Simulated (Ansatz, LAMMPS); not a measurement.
# Charge trapping in glassy 57SiO2-27Al2O3-16BaO (mol %) (149 atoms), part 2 of 4

Does an extra electron or hole in glassy 57SiO2-27Al2O3-16BaO (mol %) (149 atoms) stay spread out, or do the atoms trap it?

Ansatz 0.2.0; Kohn-Sham DFT, r2SCAN, PAW (set soft_1), plane waves.

The cell: 25 Si, 24 Al, 7 Ba and 93 O. The quench rate of 25 K/ps is orders of magnitude faster than experiment. The network of bonds at the start is that of the classical potential that made the cell. The Brillouin zone is sampled at Γ only, in a cell whose shortest periodic width is 12 Å. No spin–orbit coupling is included.

So far. Step 2 (Single point at the start): The r.m.s. force at the start is 1.3 eV/Å. Step 3 (Relaxation): The relaxation converged after 16 steps, 11.9 eV below its start, with a largest force component of 0.016 eV/Å.

## Step 4: Single point at the relaxed geometry

The electronic structure is read at the final geometry, in a run of its own.

input.yaml reads:

```yaml
crystal:
  lattice:
    - [12.0072, 0.0, 0.0]
    - [0.0, 12.0072, 0.0]
    - [0.0, 0.0, 12.0072]
  atoms:
    - { symbol: Si, position: [0.06692, 0.81568, 0.22669] }
    - { symbol: Si, position: [0.25923, 0.82975, 0.97504] }
    - { symbol: Si, position: [0.18342, 0.24589, 0.99292] }
    - { symbol: Si, position: [0.99255, 0.23748, 0.60708] }
    - { symbol: Si, position: [0.45599, 0.64489, 0.46982] }
    - { symbol: Si, position: [0.73648, 0.19006, 0.58083] }
    [... 137 atom lines left out ...]
    - { symbol: O, position: [0.57131, 0.06042, 0.12815] }
    - { symbol: O, position: [0.56355, 0.26566, 0.34288] }
    - { symbol: O, position: [0.03065, 0.27086, 0.48336] }
    - { symbol: O, position: [0.85985, 0.2556, 0.6094] }
    - { symbol: O, position: [0.15071, 0.74679, 0.30598] }
    - { symbol: O, position: [0.4595, 0.22722, 0.79888] }
kpoints:
  mp_grid: { grid: [1, 1, 1] }
hamiltonian:
  xc: r2scan
  pseudopotentials: { kind: paw, azcp: { folder: soft_1 } }
scf:
  occupations: { method: fixed }
output:
  forces: true
  stress: true
  populations: true
  dos:
    method: { smearing: { sigma: 0.15 } }
    de: 0.1
    projected: { site_lists: { Al: [Al], Ba: [Ba], O: [O], Si: [Si] } }
  eigenvalues: true
  write_density: true
  write_potential: true
  volumetric_format: npy
  elf: true
```

The run is started by

```sh
> ansatz run input.yaml --threads 4 --pin off --max-ram 15872MiB --backend cpu --events-out ev --progress --plain --runs-dir out
```

Numbers of over 12 decimals in the logs are rounded to 6 here.

What it wrote:

```text
[...]
Crystal: 149 atoms, lattice volume = 1731.112 Å³
Basis set: ecut = 500 eV, 43819 PW (Γ), exchange–correlation on 360×360×360 points (64 copies of the dense FFT grid, shifted against one another)
Bands: 549, of which v1, the nominal top of the filled ones, is band 400 counted from 1 (399 counted from 0)
Symmetry: 1 space group operations
[...]
k-points: 1
[...]
SCF iter   1: F=—  HF=-123843.343695 eV  |F-HF|=—  |Δ(HF+E_count)|=         —  Δρ=1.10e-1  dr2=2.50e2  dr2_τ=2.44e1  ethr=3.10e-3  ⟨swp⟩=6.0  Hψ=1997  notcnv=0  defer=147
[...]
SCF iter  12: F=-123789.363261 eV  HF=-123789.363261 eV  |F-HF|=5.59e-9  |Δ(HF+E_count)|=   4.58e-8  Δρ=7.10e-7  dr2=1.18e-8  dr2_τ=5.00e-10  ethr=1.25e-11  ⟨swp⟩=27.0  Hψ=6142  notcnv=0
SCF 1 converged in 12 iterations: F = -123789.363261 eV  dr2 = 1.18e-8
[...]
SCF converged after 12 iterations
Free energy (F): -123789.363261 eV
[...]
Internal energy: -123789.363261 eV  (E = F + TS)
E sigma→0 (E₀):  -123789.363261 eV
Fermi energy:    5.953954 eV
[...]
--- Forces (eV/Å), atoms counted from 1 ---
  atom   1  Si    -0.00314659     0.00086443     0.00659214
  atom   2  Si    -0.00023657     0.00173503    -0.00431855
  atom   3  Si    -0.00436840    -0.00249709    -0.00421800
  atom   4  Si     0.00156101    -0.00164769     0.00144958
  atom   5  Si    -0.00209581     0.00777636    -0.00081880
  atom   6  Si     0.00286423     0.00558493    -0.00203012
  atom   7  Si     0.00473988     0.00253746    -0.00258305
  atom   8  Si    -0.00862433     0.00074187     0.00058178
  atom   9  Si    -0.00248971     0.00512760    -0.00041038
  atom  10  Si    -0.00407678     0.00107070     0.00630369
  atom  11  Si    -0.00606757    -0.00247297    -0.00011357
  atom  12  Si     0.00428045     0.00229198     0.00049933
  atom  13  Si     0.00455088    -0.00705151    -0.00128720
  atom  14  Si     0.00740317    -0.00104421     0.00091141
[...]
atom 148  O     -0.00206687    -0.00009828    -0.00346851
  atom 149  O      0.00389989    -0.00153352     0.00040582
  max |Σ_I F_I| component: 2.35e-4 eV/Å
--- Stress (GPa, compression-positive) ---
        0.249869       0.667401      -0.603567
        0.667386       1.576025       2.020114
       -0.603563       2.020093       0.386522
  P = ⅓ Tr σ = 0.7375 GPa (7.375 kbar)
--- Band table (eV) ---
[...]
--- Löwdin populations: 149 sites ---
  site symbol       q [e]
     0     Si      2.2554
     1     Si      2.3364
     2     Si      2.3226
[...]
148      O      6.8961
  spilling = 0.011582 (of n_electrons = 800.000000)
```

It took 1.8 min on 4 threads of Arm Neoverse V2, shared host; peak memory 5.2 GiB.

Numbers from this run:

* free energy: -123789.3633 eV
* free energy per atom: -830.8011 eV/atom
* SCF cycles: 12
* pressure: 0.7375 GPa
* r.m.s. force component: 0.00353 eV/Å
* longest force: 0.02157 eV/Å
* Fermi energy: 5.954 eV
* gap (highest filled to lowest empty level): 4.54 eV
* spilling of the projection: 0.01158

Löwdin charges by element and coordination (they lack the spilled electrons, 0.062 e an atom on average):

| element | coordination | atoms | mean charge (e) | spread | least | most |
| --- | --- | --- | --- | --- | --- | --- |
| Al | all | 24 | 1.36 | 0.0349 | 1.26 | 1.41 |
| Al | 4 | 13 | 1.36 | 0.0428 | 1.26 | 1.41 |
| Al | 5 | 10 | 1.35 | 0.0227 | 1.31 | 1.38 |
| Al | 6 | 1 | 1.36 | 0 | 1.36 | 1.36 |
| Ba | all | 7 | 1.93 | 0.0221 | 1.90 | 1.96 |
| Ba | 9 | 2 | 1.94 | 0.0214 | 1.92 | 1.96 |
| Ba | 10 | 4 | 1.91 | 0.0136 | 1.90 | 1.93 |
| Ba | 11 | 1 | 1.96 | 0 | 1.96 | 1.96 |
| O | all | 93 | -0.852 | 0.056 | -1.02 | -0.756 |
| O | 2 | 20 | -0.824 | 0.0447 | -0.919 | -0.760 |
| O | 3 | 52 | -0.853 | 0.059 | -1.02 | -0.756 |
| O | 4 | 20 | -0.876 | 0.0463 | -1.00 | -0.794 |
| O | 5 | 1 | -0.888 | 0 | -0.888 | -0.888 |
| Si | all | 25 | 1.70 | 0.0357 | 1.61 | 1.76 |
| Si | 4 | 22 | 1.70 | 0.0366 | 1.61 | 1.76 |
| Si | 5 | 2 | 1.67 | 0.0118 | 1.66 | 1.68 |
| Si | 6 | 1 | 1.68 | 0 | 1.68 | 1.68 |

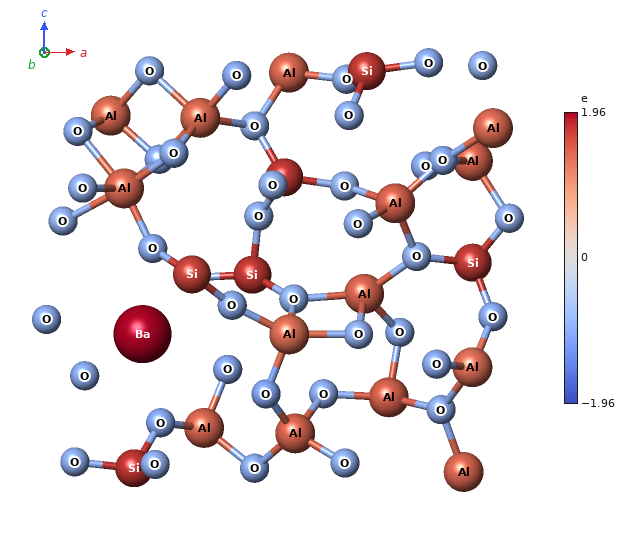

Atoms coloured by Löwdin charge. Drawn is a slice 4 Å thick, seen along the normal of the ac plane. Bonds to atoms that aren't drawn are left out.

Density of states as counts of states in windows of 1 eV (from the Fermi level), total and the larger projections:

| from (eV) | to (eV) | total | O p |
| --- | --- | --- | --- |
| -10 | -9 | 9.8 | 6.3 |
| -9 | -8 | 18.4 | 12.4 |
| -8 | -7 | 26.5 | 19.2 |
| -7 | -6 | 48.2 | 36.7 |
| -6 | -5 | 59.9 | 47.0 |
| -5 | -4 | 73.0 | 60.8 |
| -4 | -3 | 91.6 | 81.7 |
| -3 | -2 | 101.4 | 94.4 |
| -2 | -1 | 91.6 | 87.1 |
| -1 | 0 | 34.4 | 33.0 |
| 0 | 1 | 1.3 | 1.2 |
| 1 | 4 | 0.0 | 0.0 |
| 4 | 5 | 2.0 | 0.0 |

With fixed occupations the program's Fermi level is the highest filled level; weight inside the gap is the broadening of levels at its edges.

Between -26 and -10 eV lie 230 more states.

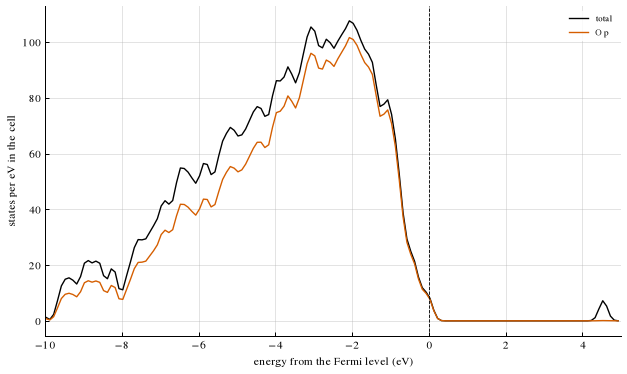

Total and projected density of states, with the broadening of the input.

The levels nearest the highest filled one (over half full), pooled over k-points and spins:

| level less the highest filled one (eV) | occupation |
| --- | --- |
| -0.591 | 2 |
| -0.501 | 2 |
| -0.393 | 2 |
| -0.367 | 2 |
| -0.189 | 2 |
| 0 | 2 |
| 4.54 | 0 |
| 5.42 | 0 |
| 5.55 | 0 |
| 5.69 | 0 |
| 5.83 | 0 |
| 5.89 | 0 |

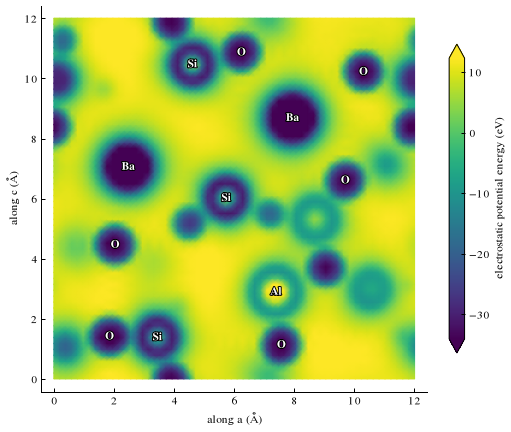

Electrostatic potential energy in the ac plane at fractional y = 0.252, with atoms of Si and Al and Ba and O within 0.2 Å of it. With pseudopotentials it is smooth inside the atoms' cores, unlike the true potential. The map starts off the cell's origin, so that atoms lie inside it.

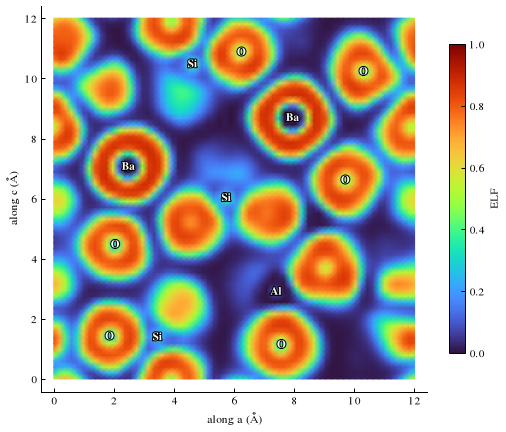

ELF in the ac plane at fractional y = 0.252, with atoms of Si and Al and Ba and O within 0.2 Å of it. It is the smooth field of the valence electrons, not physical close to the nuclei. The map starts off the cell's origin, so that atoms lie inside it.

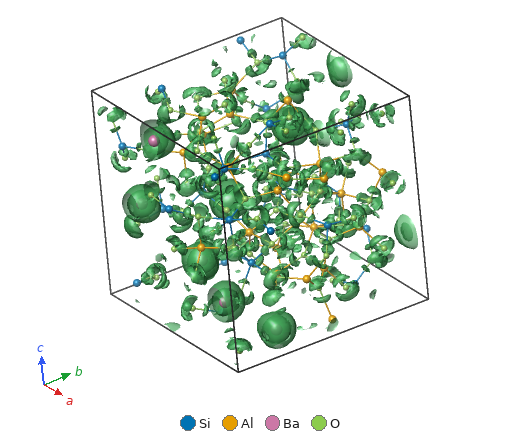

Surface of ELF = 0.83. Bonds to atoms that aren't drawn are left out.

Between filled and empty levels lie 4.54 eV (at Γ alone); a semilocal functional tends to put such gaps too low. In a disordered cell it changes from sample to sample, and tail or defect levels can set it. Mean Löwdin charges: Al +1.36, Ba +1.93, O -0.85, Si +1.70 e (they miss 1.2 % of the electrons, so they add up to more than the cell's charge).

## Step 5: An extra electron, atoms held

The electron count changes by one with the atoms held: a vertical process, on a uniform background, with spin and a narrow Fermi–Dirac smearing. Its energy against the neutral cell hangs on the program's zero of potential.

input.yaml reads:

```yaml
crystal:
  lattice:
    - [12.0072, 0.0, 0.0]
    - [0.0, 12.0072, 0.0]
    - [0.0, 0.0, 12.0072]
  atoms:
    [... the 149 atom lines of step 4 ...]
total_charge: -1
kpoints:
  mp_grid: { grid: [1, 1, 1] }
hamiltonian:
  xc: r2scan
  pseudopotentials: { kind: paw, azcp: { folder: soft_1 } }
scf:
  occupations: { method: fermi_dirac, width: 0.01 }
  lower_state_search: "off"
output:
  forces: true
  stress: true
  populations: true
  dos:
    method: { smearing: { sigma: 0.15 } }
    de: 0.1
    projected: { site_lists: { Al: [Al], Ba: [Ba], O: [O], Si: [Si] } }
  eigenvalues: true
  write_density: true
  write_potential: true
  volumetric_format: npy
magnetization:
  spin_polarized: true
  initial_magnetization: 1
```

What it wrote:

```text
[...]
Crystal: 149 atoms, lattice volume = 1731.112 Å³
Basis set: ecut = 500 eV, 43819 PW (Γ), exchange–correlation on 360×360×360 points (64 copies of the dense FFT grid, shifted against one another)
Bands: 550, of which v1, the nominal top of the filled ones, is band 401 counted from 1 (400 counted from 0)
Symmetry: 1 space group operations
[...]
k-points: 1
[...]
Starting moments: Σ|m| = 1 μB on 149 of 149 sites
[...]
SCF iter   1: F=-123677.133597 eV  HF=-123832.427951 eV  |F-HF|=1.55e2  |Δ(HF+E_count)|=         —  Δρ=5.41e-2 (↑5.37e-2 ↓5.41e-2)  dr2=2.51e2  dr2_τ=5.96e0  dr2_m=7.33e-2  M=1.000 μB ∫|m|=1.042 μB  β_m=1.00  ethr=3.10e-3  ⟨swp⟩=8.0  Hψ=5378  notcnv=0  defer=268
[...]
spin=Collinear: Resta preconditioning applied to the charge; magnetization (m = ρ↑ − ρ↓) channel mixes plain (no charge-response kernel on spin).
SCF iter   2: F=-123743.509511 eV  HF=-123793.392907 eV  |F-HF|=4.99e1  |Δ(HF+E_count)|=         —  Δρ=2.97e-2 (↑2.97e-2 ↓2.97e-2)  dr2=9.54e1  dr2_τ=5.51e-1  dr2_m=1.03e-2  M=1.000 μB ∫|m|=1.070 μB  β_m=0.30  ethr=3.10e-3  ⟨swp⟩=2.5  Hψ=2079  notcnv=0  defer=282
[...]
SCF iter   8: F=-123778.883048 eV  HF=-123778.865226 eV  |F-HF|=1.78e-2  |Δ(HF+E_count)|=   2.64e-2  Δρ=5.81e-4 (↑5.81e-4 ↓4.89e-4)  dr2=5.72e-3  dr2_τ=1.19e-4  dr2_m=3.16e-3  M=0.579 μB ∫|m|=0.628 μB  β_m=1.20  ethr=3.54e-6  ⟨swp⟩=5.5  Hψ=2112  notcnv=0  defer=285
[...]
spin-set hold released at iteration 8 (site moments contracting): the magnetisation degrees of freedom join the quasi-Newton model from the next iteration; the mixer history was flushed
SCF iter   9: F=-123778.886814 eV  HF=-123778.885873 eV  |F-HF|=9.41e-4  |Δ(HF+E_count)|=   2.06e-2  Δρ=2.40e-4 (↑2.31e-4 ↓2.40e-4)  dr2=3.62e-3  dr2_τ=4.09e-5  dr2_m=8.63e-5  M=0.563 μB ∫|m|=0.595 μB  β_m=1.20  ethr=7.14e-7  ⟨swp⟩=4.5  Hψ=2462  notcnv=0  defer=285  κ⁻¹=1.0e0(r=1)
[...]
SCF iter  18: F=-123778.887773 eV  HF=-123778.887773 eV  |F-HF|=2.39e-9  |Δ(HF+E_count)|=   4.48e-9  Δρ=3.07e-7 (↑2.90e-7 ↓3.07e-7)  dr2=5.58e-9  dr2_τ=8.52e-11  dr2_m=6.46e-11  M=0.531 μB ∫|m|=0.560 μB  ethr=1.80e-12  ⟨swp⟩=5.0  Hψ=5522  notcnv=0
SCF 1 converged in 18 iterations: F = -123778.887773 eV  dr2 = 5.58e-9
[...]
this state was not tested for a lower state beside it, because the mixer in use, unlike msr1, does not test its closes by its own steps (another_mixer; see scf.mixing.algorithm and scf.lower_state_search)
SCF converged after 18 iterations
Magnetization: 0.5310 μB (400.7655 up, 400.2345 down)
Absolute magnetization: 0.5602 μB (∫|ρ↑−ρ↓|, with the PAW one-centre terms)
[...]
Per-site moments (μB) at R_I (Å): [(0.000727873, 0.665497), (0.000388691, 0.648102), (0.00086091, 0.660419), (0.000368729, 0.662152), (0.00118591, 0.666057), [...]
Free energy (F): -123778.887773 eV
[...]
Internal energy: -123778.876880 eV  (E = F + TS)
E sigma→0 (E₀):  -123778.882327 eV
Entropy (-TS):   -0.010893 eV (-0.073 meV/atom)
Fermi energy:    10.484269 eV
[...]
--- Forces (eV/Å), atoms counted from 1 ---
  atom   1  Si    -0.01758479    -0.03218399     0.05524001
  atom   2  Si    -0.02791842    -0.01726387    -0.02389951
  atom   3  Si    -0.03002763    -0.03367730    -0.00486137
  atom   4  Si     0.01095097    -0.03842080    -0.05628950
  atom   5  Si    -0.05238969    -0.05437206    -0.06607433
  atom   6  Si    -0.01977754    -0.00751102    -0.02492368
  atom   7  Si     0.02073131     0.02839029    -0.02589507
  atom   8  Si     0.03275450    -0.02955908     0.05833912
  atom   9  Si    -0.07901873     0.03192873     0.01215055
  atom  10  Si     0.02408206    -0.01094994    -0.03024568
  atom  11  Si    -0.00301098    -0.04732230    -0.03428538
  atom  12  Si     0.01448635    -0.04873039     0.07332982
  atom  13  Si    -0.00138337    -0.02430721    -0.00648823
  atom  14  Si    -0.00887326    -0.02982080     0.02002020
[...]
atom 148  O      0.04450340    -0.06249758    -0.00071596
  atom 149  O     -0.00599554    -0.00218638    -0.00258548
  max |Σ_I F_I| component: 2.49e-4 eV/Å
--- Stress (GPa, compression-positive) ---
        0.525290       0.631652      -0.588931
        0.631634       1.889200       1.963959
       -0.588921       1.963933       0.693317
  P = ⅓ Tr σ = 1.0359 GPa (10.359 kbar)
--- Band table (eV) ---
[...]
--- Löwdin populations: 149 sites ---
  site symbol       q [e]    m [muB]
     0     Si      2.2633     0.0046
     1     Si      2.3421     0.0029
     2     Si      2.3304     0.0041
[...]
148      O      6.8986     0.0015
  spilling = 0.011645 (of n_electrons = 801.000000)
```

Wall time 5.6 min (4 threads); peak memory 7.9 GiB.

The program notes that the stability of the SCF solution was not settled.

An extra electron, atoms held: the energy stands 10.5 eV above that of the reference, with a moment of 0.53 μB. An odd electron should give 1 μB; this run ended with the carrier shared between both spins.

The levels nearest the highest filled one (over half full), pooled over k-points and spins:

| level less the highest filled one (eV) | occupation |
| --- | --- |
| -4.74 | 1 |
| -4.56 | 1 |
| -4.56 | 1 |
| 0 | 0.766 |
| 0.0237 | 0.234 |
| 0.872 | 0 |
| 0.888 | 0 |
| 1.01 | 0 |

## Step 6: An extra electron, atoms relaxed

The atoms now respond to the charge; the energy gained comes from screening by the atoms, from trapping if the charge localises, and from any strain left in the reference.

input.yaml, the sections that differ from step 5:

```yaml
output:
  forces: true
relax:
  f_tol: 0.05
  max_steps: 90
# crystal, total_charge, kpoints, hamiltonian, scf, magnetization: as in step 5
```

What it wrote:

```text
[...]
Crystal: 149 atoms, lattice volume = 1731.112 Å³
Basis set: ecut = 500 eV, 43819 PW (Γ), exchange–correlation on 360×360×360 points (64 copies of the dense FFT grid, shifted against one another)
Bands: 550, of which v1, the nominal top of the filled ones, is band 401 counted from 1 (400 counted from 0)
Symmetry: 1 space group operations
[...]
k-points: 1
[...]
Starting moments: Σ|m| = 1 μB on 149 of 149 sites
[...]
SCF iter   1: F=-123677.133598 eV  HF=-123832.427950 eV  |F-HF|=1.55e2  |Δ(HF+E_count)|=         —  Δρ=5.41e-2 (↑5.37e-2 ↓5.41e-2)  dr2=2.51e2  dr2_τ=5.96e0  dr2_m=7.33e-2  M=1.000 μB ∫|m|=1.042 μB  β_m=1.00  ethr=3.10e-3  ⟨swp⟩=8.0  Hψ=5378  notcnv=0  defer=268
[...]
SCF iter   2: F=-123743.509505 eV  HF=-123793.392906 eV  |F-HF|=4.99e1  |Δ(HF+E_count)|=         —  Δρ=2.97e-2 (↑2.97e-2 ↓2.97e-2)  dr2=9.54e1  dr2_τ=5.51e-1  dr2_m=1.03e-2  M=1.000 μB ∫|m|=1.070 μB  β_m=0.30  ethr=3.10e-3  ⟨swp⟩=2.5  Hψ=2079  notcnv=0  defer=282
[...]
SCF iter   8: F=-123778.883476 eV  HF=-123778.865653 eV  |F-HF|=1.78e-2  |Δ(HF+E_count)|=   2.68e-2  Δρ=5.81e-4 (↑5.81e-4 ↓4.89e-4)  dr2=5.72e-3  dr2_τ=1.19e-4  dr2_m=3.16e-3  M=0.579 μB ∫|m|=0.628 μB  β_m=1.20  ethr=3.54e-6  ⟨swp⟩=5.5  Hψ=2104  notcnv=0  defer=285
[...]
SCF iter  13: F=-123778.887771 eV  HF=-123778.887771 eV  |F-HF|=5.34e-7  |Δ(HF+E_count)|=   3.55e-6  Δρ=1.44e-5 (↑1.42e-5 ↓1.44e-5)  dr2=1.11e-5  dr2_τ=1.66e-7  dr2_m=9.78e-8  M=0.525 μB ∫|m|=0.554 μB  ethr=5.93e-9  ⟨swp⟩=3.0  Hψ=2705  notcnv=0
SCF 1 converged in 13 iterations: F = -123778.887771 eV  dr2 = 1.11e-5
[...]
relax step   1: F+E_penalty+E_count = -123778.88777059 eV  Δ(F+E_penalty+E_count) = +0.000e0 eV  max|allowed force component| = 1.110e-1 eV/Å  Δτ_max = 0.0000 Å  (13 SCF iters, dr2 threshold 6.25e-5 eV, accepted)
[...]
relax step   2: F+E_penalty+E_count = -123778.88537275 eV  Δ(F+E_penalty+E_count) = +2.398e-3 eV  max|allowed force component| = 1.892e-1 eV/Å  Δτ_max = 0.0495 Å  (10 SCF iters, rejected (line search))
[...]
relax step   3: F+E_penalty+E_count = -123778.89551152 eV  Δ(F+E_penalty+E_count) = -7.741e-3 eV  max|allowed force component| = 5.209e-2 eV/Å  Δτ_max = 0.0201 Å  (9 SCF iters, accepted)
[...]
relax step   4: F+E_penalty+E_count = -123778.86234508 eV  Δ(F+E_penalty+E_count) = +3.317e-2 eV  max|allowed force component| = 1.867e-1 eV/Å  Δτ_max = 0.1000 Å  (11 SCF iters, rejected (line search))
[...]
relax step   5: F+E_penalty+E_count = -123778.89869064 eV  Δ(F+E_penalty+E_count) = -3.179e-3 eV  max|allowed force component| = 1.614e-2 eV/Å  Δτ_max = 0.0161 Å  (11 SCF iters, accepted)
[...]
SCF iter   2: F=-123778.898691 eV  HF=-123778.898691 eV  |F-HF|=5.22e-9  |Δ(HF+E_count)|=  5.97e-10  Δρ=3.84e-7 (↑3.82e-7 ↓3.84e-7)  dr2=7.33e-9  dr2_τ=1.55e-10  dr2_m=2.08e-11  M=0.603 μB ∫|m|=0.637 μB  ethr=1.56e-12  ⟨swp⟩=2.5  Hψ=1909  notcnv=0
SCF 6 converged in 2 iterations: F = -123778.898691 eV  dr2 = 7.33e-9
SCF converged after 2 iterations
Stability not checked: this state was not tested for a lower state beside it, because the mixer in use, unlike msr1, does not test its closes by its own steps (another_mixer; see scf.mixing.algorithm and scf.lower_state_search)
Magnetization: 0.6032 μB (400.8016 up, 400.1984 down)
Absolute magnetization: 0.6373 μB (∫|ρ↑−ρ↓|, with the PAW one-centre terms)
[...]
Per-site moments (μB) at R_I (Å): [(0.000857006, 0.666022), (0.000441181, 0.648619), (0.000930394, 0.660435), (0.000400227, 0.662275), (0.00146022, 0.666732), [...]
Free energy (F): -123778.898691 eV
[...]
Internal energy: -123778.888727 eV  (E = F + TS)
E sigma→0 (E₀):  -123778.893709 eV
Entropy (-TS):   -0.009964 eV (-0.067 meV/atom)
Fermi energy:    10.462921 eV
[...]
Σ components = -123778.898691   (vs F -123778.898691, Δ=0.00e0)
--- Forces (eV/Å), atoms counted from 1 ---
  atom   1  Si     0.00257692    -0.00500603     0.00481199
  atom   2  Si    -0.00958768    -0.00282064     0.00145256
  atom   3  Si     0.00887118     0.00012205    -0.00805530
  atom   4  Si    -0.00408831     0.00619024     0.00184101
[...]
atom 149  O     -0.00401908     0.00056209    -0.00345452
  max |Σ_I F_I| component: 2.60e-4 eV/Å
--- Relaxed structure (5 steps of the walk, 3 accepted, 0 SCFs on fresh bases) ---
  F+E_penalty+E_count = -123778.89869064 eV   max|allowed force component| = 1.614e-2 eV/Å
  atoms:
    - { symbol: Si, position: [0.066820, 0.815727, 0.226747] }
    - { symbol: Si, position: [0.259217, 0.830458, 0.974602] }
    - { symbol: Si, position: [0.183532, 0.245974, 0.992677] }
    - { symbol: Si, position: [0.992673, 0.237281, 0.607029] }
[...]
- { symbol: O, position: [0.459647, 0.227025, 0.798868] }
```

Elapsed: 15 min, on 4 threads; peak memory 7.7 GiB.

The relaxation converged after 5 steps, 0.0109 eV below its start, with a largest force component of 0.016 eV/Å.

An extra electron, atoms relaxed: the energy stands 10.5 eV above that of the reference, with a moment of 0.60 μB.

[end of part 2 of 4]

[Logs are printed without paths, hosts, clocks, repeated set-up lines and the standing remarks that a program may print on its own settings, such as how far it seeks lower states.]

[Hosts, paths, dates, database ids (printed as entryN), source tags and the programs' standing remarks are cut or masked in the printed files.]
